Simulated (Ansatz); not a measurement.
System: C2H6AlCl3O (SMILES C[O+](C)[Al-]([Cl])([Cl])[Cl]).

Input file:

```
crystal:
  periodic: [false, false, false]
  atoms:
    - {symbol: C, position_ang: [0.059992, 0.417789, 1.425210]}
    - {symbol: O, position_ang: [-0.325813, -0.082540, 0.135192]}
    - {symbol: C, position_ang: [-0.062328, -1.487383, -0.007280]}
    - {symbol: Al, position_ang: [-0.073481, 1.048843, -1.390705]}
    - {symbol: Cl, position_ang: [-1.106335, 0.013800, -2.907925]}
    - {symbol: Cl, position_ang: [-0.924781, 2.870209, -0.759853]}
    - {symbol: Cl, position_ang: [2.035213, 1.026887, -1.539701]}
    - {symbol: H, position_ang: [-0.483104, -0.142905, 2.186708]}
    - {symbol: H, position_ang: [1.138101, 0.303578, 1.554361]}
    - {symbol: H, position_ang: [-0.218264, 1.468204, 1.458022]}
    - {symbol: H, position_ang: [-0.603480, -2.018755, 0.776308]}
    - {symbol: H, position_ang: [1.011522, -1.668006, 0.071879]}
    - {symbol: H, position_ang: [-0.427142, -1.784220, -0.987415]}
basis:
  gaussian: {orbitals: def2-TZVPP}
hamiltonian: {xc: pbe0, dispersion: d4}
output: {orbitals: {seedname: orbitals}}
```

Run with:

```sh
ansatz run in.yaml --threads 4 --pin off --events-out ev --progress --plain --max-ram 11315MiB
```

Geometry: PBE0-D4/def2-TZVP.

All numbers below come from RKS PBE0-D4/def2-TZVPP (Ansatz).

Question: What will maps of the electron density and electron localisation function show?

Answer: C–O (1.44 Å): ρ at the midpoint is about 1.9 e/Å³, with its minimum of 1.6 e/Å³ about 0.5 Å from C; the ELF peaks at about 0.85 between the atoms, as expected for a polar covalent bond.
C–H (1.09 Å): the density is about 2.1 e/Å³ at the midpoint; the ELF climbs to about 1 towards the hydrogen, as it does in any bond to H; an ordinary covalent bond to hydrogen.

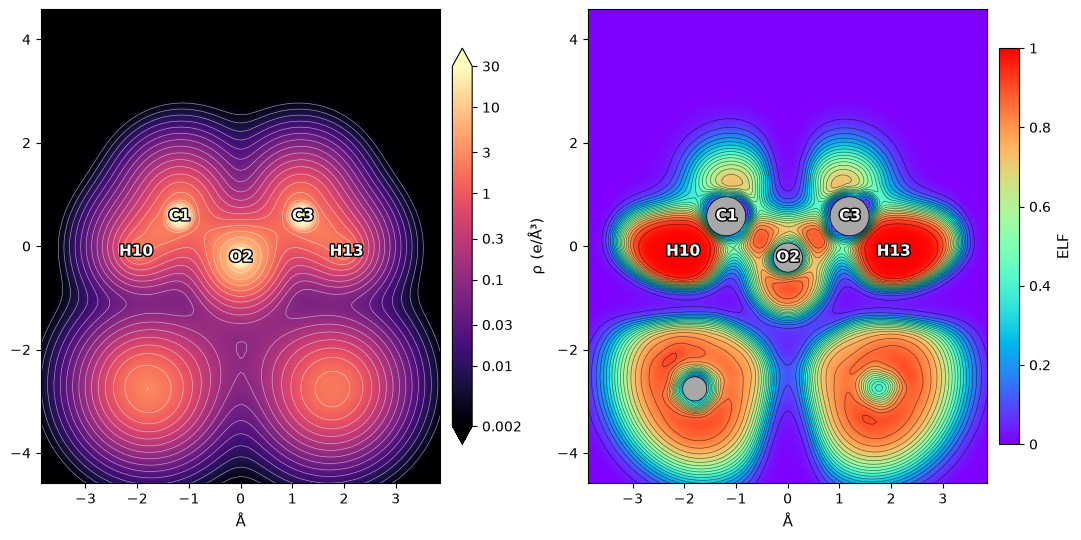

Computed electron density and electron localisation function on the plane of atoms O2, C3 and H13, in this order. Grey discs cover the atomic cores in the ELF map. 
